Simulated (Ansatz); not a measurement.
```yaml
atoms:
  - { symbol: B, position_ang: [-2.6189, 0.7339, -0.5432] }
  - { symbol: Si, position_ang: [-1.5259, -0.9290, -0.9721] }
  - { symbol: Si, position_ang: [0.3492, -0.9937, 0.5036] }
  - { symbol: Si, position_ang: [1.8822, 0.7505, 0.0331] }
  - { symbol: S, position_ang: [3.5833, 0.7175, 1.3747] }
  - { symbol: H, position_ang: [-3.5521, 0.6934, 0.2077] }
  - { symbol: H, position_ang: [-2.3124, 1.8015, -0.9949] }
  - { symbol: H, position_ang: [-0.9919, -0.8976, -2.3604] }
  - { symbol: H, position_ang: [-2.2996, -2.1860, -0.7996] }
  - { symbol: H, position_ang: [1.0474, -2.2976, 0.3802] }
  - { symbol: H, position_ang: [-0.1125, -0.8412, 1.9098] }
  - { symbol: H, position_ang: [2.4659, 0.5884, -1.3167] }
  - { symbol: H, position_ang: [1.1854, 2.0588, 0.0922] }
  - { symbol: H, position_ang: [2.8867, 0.7718, 2.5142] }
```

Computed with RHF/def2-SVP in Ansatz.

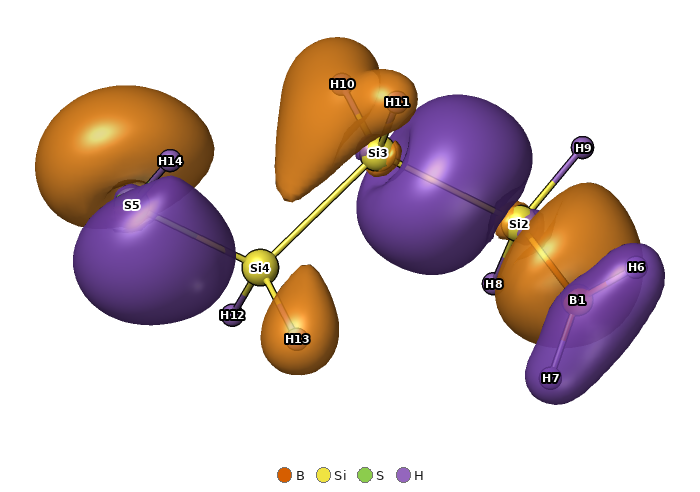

BH9SSi3 (SMILES B[SiH2][SiH2][SiH2]S). The HOMO−1 at ±0.08 Å⁻³ᐟ² (orange and purple are the two phases), seen at a tilt.

Question: What is the character of this orbital?

Answer: It lies mainly on S5 (about 30 %), Si2 (about 25 %), Si3 (about 20 %) and B1 (about 10 %). Its energy is −10.73 eV.
